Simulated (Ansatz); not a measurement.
# ClH2NZn + H2: a complex and its separated parts, part 2 of 2

Ansatz 0.2.0, Gaussian basis.

## (14) wB97X-V/def2-TZVPP

The inputs:

parta/in.yaml

```yaml
crystal:
  periodic: [false, false, false]
  atoms:
    - {symbol: Zn, position_ang: [0.416879, -0.638046, -0.669161]}
    - {symbol: Cl, position_ang: [0.088622, -2.681094, -0.984173]}
    - {symbol: N, position_ang: [0.563322, 1.153165, -0.430186]}
    - {symbol: H, position_ang: [1.188771, 1.630055, -1.065606]}
    - {symbol: H, position_ang: [0.788469, 1.453730, 0.508552]}
basis:
  gaussian: {orbitals: def2-TZVPP}
hamiltonian: {xc: {name: wB97X-V}}
```

partb/in.yaml

```yaml
crystal:
  periodic: [false, false, false]
  atoms:
    - {symbol: H, position_ang: [-1.522396, -0.826481, 1.383890]}
    - {symbol: H, position_ang: [-1.523668, -0.091230, 1.256683]}
basis:
  gaussian: {orbitals: def2-TZVPP}
hamiltonian: {xc: {name: wB97X-V}}
```

One command serves all of them, each in its own folder.

Started as:

```sh
$ ansatz run in.yaml --threads 4 --pin off --events-out ev --progress --plain --max-ram 9574MiB
```

Output in parta, shortened:

```text
Functional definition: wB97X-V
  name "wB97X-V"
  cite "Mardirossian & Head-Gordon, Phys. Chem. Chem. Phys. 16, 9904 (2014) doi:10.1039/C3CP54374A"
  cite "Becke, J. Chem. Phys. 107, 8554 (1997) doi:10.1063/1.475007"
  cite "Vydrov & Van Voorhis, J. Chem. Phys. 133, 244103 (2010) doi:10.1063/1.3521275"
[...]
      + integral(e_c_pw_opposite_spin*poly(b97_u_opposite, cos0, cos1)) + vv10(b, c)
1119 factors; their error is unknown
179 factors; integrals over basis functions are off by at most 3.4e-5 eV
[...]
mean field -62461.02710919 eV, -2295.4004086580 hartree, gradient 1.7e-5 eV, S^2 0.000000; 0 other end points of the search recorded, 0 dependent functions left out
reference -62461.02710725 eV, -2295.4004085867 hartree; 28, 28 occupied and 137, 137 virtual orbitals, 1119 factors
Total energy: -62461.02710725 eV, -2295.4004085867 hartree
```

partb printed, shortened:

```text
[... 5 set-up lines as earlier in the session ...]
[...]
      + integral(e_c_pw_opposite_spin*poly(b97_u_opposite, cos0, cos1)) + vv10(b, c)
118 factors; their error is unknown
42 factors; integrals over basis functions are off by at most 3.0e-5 eV
[...]
mean field -31.90859969 eV, -1.1726194103 hartree, gradient 8.8e-5 eV, S^2 0.000000; 0 other end points of the search recorded, 0 dependent functions left out
reference -31.90859869 eV, -1.1726193736 hartree; 1, 1 occupied and 27, 27 virtual orbitals, 118 factors
Total energy: -31.90859869 eV, -1.1726193736 hartree
```

They took 3.2 s (parta), 0.15 s (partb) on 4 threads of Arm Neoverse V2, shared host; peak memory 0.46 GiB.

## (15) wB97M-V/def2-TZVPP

The same edit goes into each in.yaml of step 14 (parta, partb):

```diff
-hamiltonian: {xc: {name: wB97X-V}}
+hamiltonian: {xc: {name: wB97M-V}}
```

One command serves all of them, each in its own folder.

Started as:

```sh
$ ansatz run in.yaml --threads 4 --pin off --events-out ev --progress --plain --max-ram 9574MiB
```

parta printed, shortened:

```text
Functional definition: wB97M-V
  name "wB97M-V"
  cite "Mardirossian & Head-Gordon, J. Chem. Phys. 144, 214110 (2016) doi:10.1063/1.4952647"
[... 2 set-up lines as earlier in the session ...]
  # Of w^i u^j: cxij and so on, Table III.
[...]
  gx(w, u) = 1 - cx + cx01*u + cx10*w
[...]
      + integral(e_c_pw_mod_opposite_spin*gos(b97_w_opposite, b97_u_opposite)) + vv10(b, c)
1119 factors; their error is unknown
179 factors; integrals over basis functions are off by at most 3.4e-5 eV
[...]
mean field -62464.12649856 eV, -2295.5143091165 hartree, gradient 1.6e-5 eV, S^2 0.000000; 0 other end points of the search recorded, 0 dependent functions left out
reference -62464.12654600 eV, -2295.5143108600 hartree; 28, 28 occupied and 137, 137 virtual orbitals, 1119 factors
Total energy: -62464.12654600 eV, -2295.5143108600 hartree
```

partb printed, shortened:

```text
[... 5 set-up lines as earlier in the session ...]
  # Of w^i u^j: cxij and so on, Table III.
[...]
  gx(w, u) = 1 - cx + cx01*u + cx10*w
[...]
      + integral(e_c_pw_mod_opposite_spin*gos(b97_w_opposite, b97_u_opposite)) + vv10(b, c)
118 factors; their error is unknown
42 factors; integrals over basis functions are off by at most 3.0e-5 eV
[...]
mean field -31.60111380 eV, -1.1613195123 hartree, gradient 7.3e-6 eV, S^2 0.000000; 0 other end points of the search recorded, 0 dependent functions left out
reference -31.60113806 eV, -1.1613204037 hartree; 1, 1 occupied and 27, 27 virtual orbitals, 118 factors
Total energy: -31.60113806 eV, -1.1613204037 hartree
```

They took 3.6 s (parta), 0.15 s (partb) on 4 threads of Arm Neoverse V2, shared host; peak memory 0.47 GiB.

## (16) B2PLYP/def2-TZVPP

parta/in.yaml, as its differences from that of step 15:

```diff
@@ -10,2 +10,3 @@
   gaussian: {orbitals: def2-TZVPP}
-hamiltonian: {xc: {name: wB97M-V}}
+hamiltonian: {xc: {name: B2PLYP}}
+correlation: {frozen_orbitals: {Cl: 5, H: 0, "N": 1, Zn: 9}}
```

partb/in.yaml, as its differences from that of step 15:

```diff
@@ -7,2 +7,2 @@
   gaussian: {orbitals: def2-TZVPP}
-hamiltonian: {xc: {name: wB97M-V}}
+hamiltonian: {xc: {name: B2PLYP}}
```

Each run has its own folder and the same command.

Started as:

```sh
$ ansatz run in.yaml --threads 4 --pin off --events-out ev --progress --plain --max-ram 9574MiB
```

Output in parta, shortened:

```text
Functional definition: B2PLYP
  name "B2PLYP"
  cite "Grimme, J. Chem. Phys. 124, 034108 (2006) doi:10.1063/1.2148954"
[... 2 set-up lines as earlier in the session ...]
[...]
1049 factors; integrals over basis functions are off by at most 1.2e-3 eV
[...]
mean field -62447.71732448 eV, -2294.9112830916 hartree, gradient 6.1e-6 eV, S^2 0.000000; 0 other end points of the search recorded, 0 dependent functions left out
15 core orbitals not correlated: weight in the atoms' cores, before any rotation towards them, 1.000 or more for the frozen orbitals, at most 0.000 for the correlated occupied ones
reference -62447.71746992 eV, -2294.9112884364 hartree; 13, 13 occupied and 137, 137 virtual orbitals, 1049 factors
second order -29.58137335 eV of doubles, -0.00000000 eV of singles
Total energy: -62455.70444073 eV, -2295.2048041997 hartree
```

Output in partb, shortened:

```text
[... 5 set-up lines as earlier in the session ...]
[...]
145 factors; integrals over basis functions are off by at most 7.3e-4 eV
[...]
mean field -31.55849030 eV, -1.1597531275 hartree, gradient 1.1e-6 eV, S^2 0.000000; 0 other end points of the search recorded, 0 dependent functions left out
reference -31.55857972 eV, -1.1597564134 hartree; 1, 1 occupied and 27, 27 virtual orbitals, 145 factors
second order -1.02366591 eV of doubles, -0.00000000 eV of singles
Total energy: -31.83496951 eV, -1.1699135510 hartree
```

They took 1.9 s (parta), 0.1 s (partb) on 4 threads of Arm Neoverse V2, shared host.

## (17) PBE-QIDH/def2-TZVPP

Each input of step 16 (parta, partb) changes in the same lines:

```diff
-hamiltonian: {xc: {name: B2PLYP}}
+hamiltonian: {xc: {name: PBE-QIDH}}
```

One command serves all of them, each in its own folder.

Started as:

```sh
$ ansatz run in.yaml --threads 4 --pin off --events-out ev --progress --plain --max-ram 9574MiB
```

parta printed, shortened:

```text
Functional definition: PBE-QIDH
  name "PBE-QIDH"
  cite "Brémond, Sancho-García, Pérez-Jiménez & Adamo, J. Chem. Phys. 141, 031101 (2014) doi:10.1063/1.4890314"
[... 1 set-up line as earlier in the session ...]
[...]
1049 factors; integrals over basis functions are off by at most 1.2e-3 eV
[...]
mean field -62437.01924227 eV, -2294.5181358218 hartree, gradient 3.1e-6 eV, S^2 0.000000; 0 other end points of the search recorded, 0 dependent functions left out
15 core orbitals not correlated: weight in the atoms' cores, before any rotation towards them, 1.000 or more for the frozen orbitals, at most 0.000 for the correlated occupied ones
reference -62437.01925467 eV, -2294.5181362776 hartree; 13, 13 occupied and 137, 137 virtual orbitals, 1049 factors
second order -27.58066494 eV of doubles, -0.00000000 eV of singles
Total energy: -62446.21280965 eV, -2294.8559931914 hartree
```

Log of partb, shortened:

```text
[... 4 set-up lines as earlier in the session ...]
[...]
145 factors; integrals over basis functions are off by at most 7.3e-4 eV
[...]
mean field -31.52724973 eV, -1.1586050575 hartree, gradient 1.4e-6 eV, S^2 0.000000; 0 other end points of the search recorded, 0 dependent functions left out
reference -31.52725614 eV, -1.1586052934 hartree; 1, 1 occupied and 27, 27 virtual orbitals, 145 factors
second order -0.95920685 eV of doubles, -0.00000000 eV of singles
Total energy: -31.84699176 eV, -1.1703553606 hartree
```

They took 1.9 s (parta), 0.1 s (partb) on 4 threads of Arm Neoverse V2, shared host.

## (18) RPA on PBE/def2-TZVPP

parta/in.yaml, as its differences from that of step 17:

```diff
@@ -10,3 +10,3 @@
   gaussian: {orbitals: def2-TZVPP}
-hamiltonian: {xc: {name: PBE-QIDH}}
-correlation: {frozen_orbitals: {Cl: 5, H: 0, "N": 1, Zn: 9}}
+hamiltonian: {xc: pbe}
+correlation: {method: rpa, frozen_orbitals: {Cl: 5, H: 0, "N": 1, Zn: 9}}
```

partb/in.yaml, as its differences from that of step 17:

```diff
@@ -7,2 +7,3 @@
   gaussian: {orbitals: def2-TZVPP}
-hamiltonian: {xc: {name: PBE-QIDH}}
+hamiltonian: {xc: pbe}
+correlation: {method: rpa}
```

One command serves all of them, each in its own folder.

Started as:

```sh
$ ansatz run in.yaml --threads 4 --pin off --events-out ev --progress --plain --max-ram 9574MiB
```

parta printed, shortened:

```text
[... 4 set-up lines as earlier in the session ...]
[...]
1049 factors; integrals over basis functions are off by at most 1.2e-3 eV
[...]
mean field -62453.77209630 eV, -2295.1337918520 hartree, gradient 3.1e-6 eV, S^2 0.000000; 0 other end points of the search recorded, 0 dependent functions left out
15 core orbitals not correlated: weight in the atoms' cores, before any rotation towards them, 1.000 or more for the frozen orbitals, at most 0.000 for the correlated occupied ones
reference -62394.63013907 eV, -2292.9603650114 hartree; 13, 13 occupied and 137, 137 virtual orbitals, 1049 factors
Total energy: -62429.55382926 eV, -2294.2437869538 hartree
```

Output in partb, shortened:

```text
[... 4 set-up lines as earlier in the session ...]
[...]
145 factors; integrals over basis functions are off by at most 7.3e-4 eV
[...]
mean field -31.73221801 eV, -1.1661375031 hartree, gradient 1.4e-6 eV, S^2 0.000000; 0 other end points of the search recorded, 0 dependent functions left out
reference -30.80639805 eV, -1.1321142470 hartree; 1, 1 occupied and 27, 27 virtual orbitals, 145 factors
Total energy: -32.86230434 eV, -1.2076674097 hartree
```

They took 1.6 s (parta), 0.1 s (partb) on 4 threads of Arm Neoverse V2, shared host.

## (19) CCSD(T)/def2-TZVPP

parta/in.yaml, as its differences from that of step 18:

```diff
@@ -10,3 +10,2 @@
   gaussian: {orbitals: def2-TZVPP}
-hamiltonian: {xc: pbe}
-correlation: {method: rpa, frozen_orbitals: {Cl: 5, H: 0, "N": 1, Zn: 9}}
+correlation: {method: ccsd_t, frozen_orbitals: {Cl: 5, H: 0, "N": 1, Zn: 9}}
```

partb/in.yaml, as its differences from that of step 18:

```diff
@@ -7,3 +7,2 @@
   gaussian: {orbitals: def2-TZVPP}
-hamiltonian: {xc: pbe}
-correlation: {method: rpa}
+correlation: {method: ccsd_t}
```

Each run has its own folder and the same command.

Started as:

```sh
$ ansatz run in.yaml --threads 4 --pin off --events-out ev --progress --plain --max-ram 9574MiB
```

parta printed, shortened:

```text
Functional definition: HF
  name "HF"
  cite "Fock, Z. Phys. 61, 126 (1930) doi:10.1007/BF01340294"
[... 1 set-up line as earlier in the session ...]
[...]
1049 factors; integrals over basis functions are off by at most 1.2e-3 eV
[...]
mean field -62396.27236620 eV, -2293.0207157454 hartree, gradient 3.1e-6 eV, S^2 0.000000; 0 other end points of the search recorded, 0 dependent functions left out
15 core orbitals not correlated: weight in the atoms' cores, before any rotation towards them, 1.000 or more for the frozen orbitals, at most 0.000 for the correlated occupied ones
reference -62396.27236620 eV, -2293.0207157454 hartree; 13, 13 occupied and 137, 137 virtual orbitals, 1049 factors
second order -24.83632020 eV of doubles, -0.00000000 eV of singles
cycle   1  -23.37777297 eV  change     1.5e0 eV  update   1.2e-1
[...]
cycle  10  -24.13080471 eV  change   -8.6e-6 eV  update   2.3e-5
perturbative correction -0.85139228 eV, -0.0312880891 hartree
Total energy: -62421.25456318 eV, -2293.9387945510 hartree
```

Output in partb, shortened:

```text
[... 4 set-up lines as earlier in the session ...]
[...]
145 factors; integrals over basis functions are off by at most 7.3e-4 eV
[...]
mean field -30.82770222 eV, -1.1328971608 hartree, gradient 4.2e-7 eV, S^2 0.000000; 0 other end points of the search recorded, 0 dependent functions left out
reference -30.82770222 eV, -1.1328971608 hartree; 1, 1 occupied and 27, 27 virtual orbitals, 145 factors
second order -0.86257551 eV of doubles, -0.00000000 eV of singles
cycle   1  -1.00723137 eV  change   -1.4e-1 eV  update   2.6e-2
[...]
cycle   7  -1.07308090 eV  change    5.5e-7 eV  update   4.1e-7
perturbative correction -0.00000000 eV, -0.0000000000 hartree
Total energy: -31.90078312 eV, -1.1723321566 hartree
```

Times: 14 s (parta), 0.1 s (partb) on 4 threads of Arm Neoverse V2, shared host; peak memory 1.2 GiB.

## (20) Vibrations of ClH2NZn

The input, vib-parta/in.yaml:

```yaml
crystal:
  periodic: [false, false, false]
  atoms:
    - {symbol: Zn, position_ang: [0.416879, -0.638046, -0.669161]}
    - {symbol: Cl, position_ang: [0.088622, -2.681094, -0.984173]}
    - {symbol: N, position_ang: [0.563322, 1.153165, -0.430186]}
    - {symbol: H, position_ang: [1.188771, 1.630055, -1.065606]}
    - {symbol: H, position_ang: [0.788469, 1.453730, 0.508552]}
basis:
  gaussian: {orbitals: def2-TZVP}
hamiltonian: {xc: pbe0, dispersion: d4}
phonons: {temperatures: {t_min: 298.15, t_max: 900, t_step: 200}}
```

Started as:

```sh
$ ansatz run in.yaml --threads 4 --pin off --events-out ev --progress --plain --max-ram 9574MiB
```

Standard output, shortened:

```text
[... 5 set-up lines as earlier in the session ...]
[...]
1052 factors; their error is unknown
[...]
mean field -62455.27444465 eV, -2295.1890021352 hartree, gradient 2.0e-5 eV, S^2 0.000000; 0 other end points of the search recorded, 0 dependent functions left out
[...]
Atom 2 at     0.563322     1.153165    -0.430186 Å, force     0.000402    -0.001196    -0.002487 eV/Å
Atom 3 at     1.188771     1.630055    -1.065606 Å, force    -0.000951     0.001572     0.001205 eV/Å
Atom 4 at     0.788469     1.453730     0.508552 Å, force    -0.000047     0.000677     0.000827 eV/Å
Dipole moment:     0.269201     0.389642     0.112759 e Å
Vibrations: 131.85 138.50 402.79 463.24 690.03 780.65 1561.73 3557.23 3648.81 cm⁻¹, zero-point energy 0.705149 eV
```

It took 25 s on 4 threads of Arm Neoverse V2, shared host.

Wavenumbers and character of the modes:

```csv
mode,wavenumber (cm⁻¹),character
1,132,bend
2,138,bend
3,403,Zn–Cl stretch
4,463,bend
5,690,Zn–N stretch
6,781,bend
7,1562,bend
8,3557,N–H stretch
9,3649,N–H stretch
```

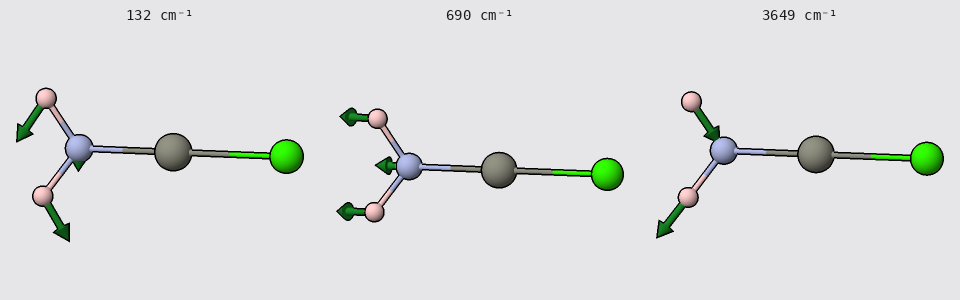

Displacements of 3 modes, as arrows.

Vibrational sums (real modes only):

```csv
T (K),entropy (J/mol/K),heat capacity (J/mol/K)
298,33.5,34.4
498,53.8,44.6
698,69.8,50.1
898,83.0,54.2
```

## (21) Vibrations of H2

The input, vib-partb/in.yaml:

```yaml
crystal:
  periodic: [false, false, false]
  atoms:
    - {symbol: H, position_ang: [-1.522396, -0.826481, 1.383890]}
    - {symbol: H, position_ang: [-1.523668, -0.091230, 1.256683]}
basis:
  gaussian: {orbitals: def2-TZVP}
hamiltonian: {xc: pbe0, dispersion: d4}
phonons: {temperatures: {t_min: 298.15, t_max: 900, t_step: 200}}
```

Started as:

```sh
$ ansatz run in.yaml --threads 4 --pin off --events-out ev --progress --plain --max-ram 9574MiB
```

Standard output, shortened:

```text
[... 5 set-up lines as earlier in the session ...]
[...]
88 factors; their error is unknown
[...]
mean field -31.78865268 eV, -1.1682114388 hartree, gradient 1.7e-5 eV, S^2 0.000000; 0 other end points of the search recorded, 0 dependent functions left out
[...]
reference -31.78855020 eV, -1.1682076729 hartree; 1, 1 occupied and 11, 11 virtual orbitals, 88 factors
Total energy: -31.79027510 eV, -1.1682710617 hartree
Atom 0 at    -1.522396    -0.826481     1.383890 Å, force    -0.000004     0.002078    -0.000359 eV/Å
Atom 1 at    -1.523668    -0.091230     1.256683 Å, force     0.000004    -0.002078     0.000359 eV/Å
Dipole moment:    -0.000000    -0.000000     0.000000 e Å
Vibrations: 4414.25 cm⁻¹, zero-point energy 0.273649 eV
```

It took 0.2 s on 4 threads of Arm Neoverse V2, shared host.

Wavenumbers and character of the modes:

```csv
mode,wavenumber (cm⁻¹),character
1,4414,H–H stretch
```

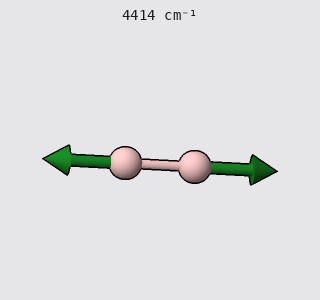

How the atoms move in 1 of the modes.

Vibrational sums (real modes only):

```csv
T (K),entropy (J/mol/K),heat capacity (J/mol/K)
298,0.0,0.0
498,0.0,0.0
698,0.0,0.1
898,0.1,0.4
```

## (22) Complex less separated parts

The complex's own energies come from single points at the same levels.

Rows are in def2-TZVPP; times add the 3 runs of a level on a shared host, so small differences are noise.

Differences are taken before rounding.

```csv
method,rung,complex less parts (kJ/mol),from CCSD(T) (kJ/mol),time
SPW92,LDA,-11.2,-7.5,1.2 s
PBE-D4,GGA,-5.6,-1.8,2 s
BLYP-D4,GGA,-3.1,+0.7,2 s
r2SCAN-D4,meta-GGA,-5.5,-1.7,4.5 s
B97M-V,meta-GGA,-5.0,-1.2,9 s
PBE0-D4,hybrid,-5.6,-1.8,2.6 s
B3LYP-D4,hybrid,-4.1,-0.4,2.5 s
r2SCAN0-D4,hybrid,-6.0,-2.2,5 s
BHLYP-D4,hybrid,-5.2,-1.4,2.6 s
CAM-B3LYP-D4,range-separated hybrid,-4.8,-1.0,2.9 s
wB97X-V,range-separated hybrid,-5.2,-1.4,7.2 s
wB97M-V,range-separated hybrid,-5.1,-1.3,8.2 s
B2PLYP,double hybrid,-1.6,+2.2,4.5 s
PBE-QIDH,double hybrid,-3.8,0.0,4.5 s
RPA on PBE,RPA,-2.0,+1.8,4 s
Hartree-Fock,wavefunction,0.2,+4.0,
MP2,wavefunction,-3.2,+0.6,
CCSD,wavefunction,-3.3,+0.5,
CCSD(T),wavefunction,-3.8,0,43 s
```

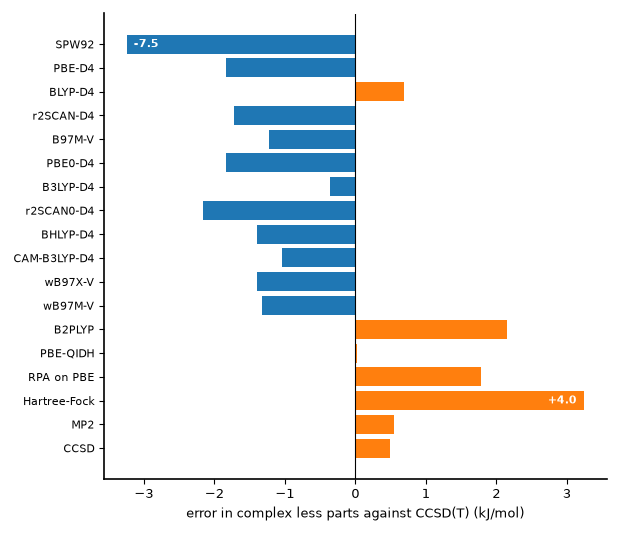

How far each level lands from CCSD(T). Bars with a number in them are cut short.

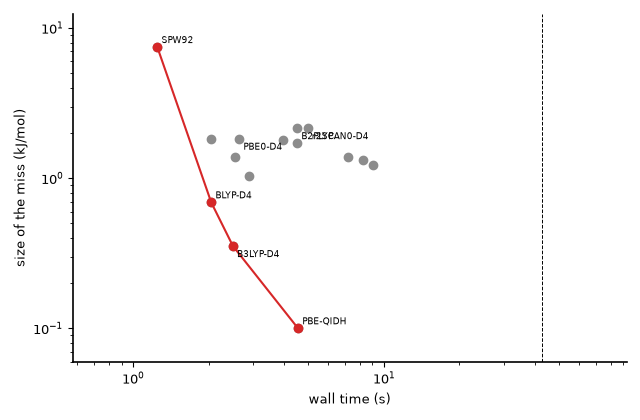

Miss against cost. Red marks the levels that no quicker level drawn beats (of those quicker than the yardstick), and the dashed line is the time of CCSD(T). Only those levels and the largest misses are named. Misses under 0.1 kJ/mol are drawn at that value. Times are from a shared host.

PBE-QIDH reaches 0.0 kJ/mol from the reference in 4.5 s, where CCSD(T) took 43 s; the quickest level in the cost chart, SPW92, takes 1.2 s and misses by 7.5 kJ/mol.

The complex's zero-point energy, from a separate PBE0-D4 run, is 1.036 eV.

## (23) Summary of results

The summary covers parts 1 to 2.

| quantity | value |
| --- | --- |
| complex less parts, CCSD(T)/def2-TZVPP | -3.8 kJ/mol |
| with zero-point energy | +1.8 kJ/mol |
| largest T1 diagnostic | 0.014 |

In words: At CCSD(T) the complex lies 3.8 kJ/mol below its parts. The functionals run from PBE-QIDH, off by 0.0 kJ/mol, to SPW92, off by -7.5 kJ/mol, against CCSD(T). By rung, the mean size of the error is: LDA 7.5, GGA 1.3, meta-GGA 1.5, hybrid 1.4, range-separated hybrid 1.3, double hybrid 1.1 kJ/mol. PBE-D4 gives a relative energy 1.8 kJ/mol too low, an error of 48 % of the reference. No counterpoise was applied, and triple zeta lacks some correlation, so the CCSD(T) reference has a basis error of its own, and close matches with it are partly luck.
